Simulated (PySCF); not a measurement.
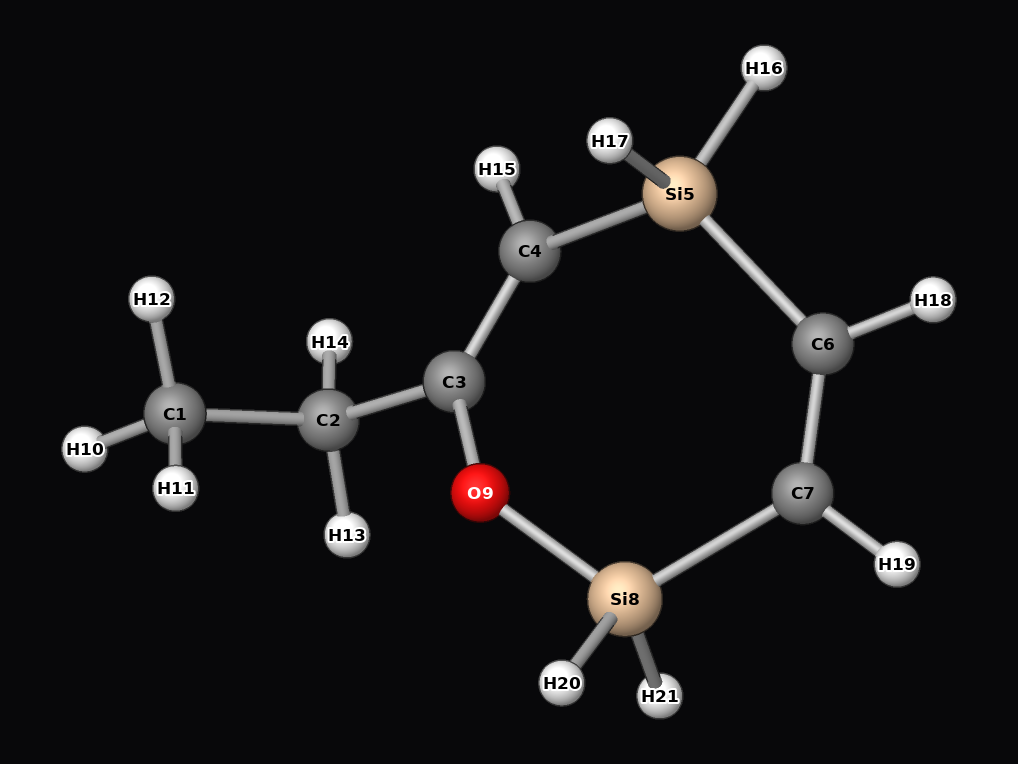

The questions are on isotropic NMR shieldings of the C atoms. The computed structure is the end point of a GFN2-xTB optimisation. No frequency run is at hand to confirm it as a minimum. Properties computed with GIAO PBE0/pcSseg-1 NMR shielding, non-relativistic, gas phase (PySCF 2.14.0).

List the isotropic NMR shieldings of the C atoms.

| atom | σ (ppm) |
| --- | --- |
| C1 | 170.8 |
| C2 | 148.7 |
| C3 | 6.5 |
| C4 | 86.9 |
| C6 | 29.5 |
| C7 | 31.2 |

The geometry is semi-empirical. Around Si such bond lengths and angles can be off by a tenth of an ångström or more and by several degrees, and values that hang on the shape move with them.
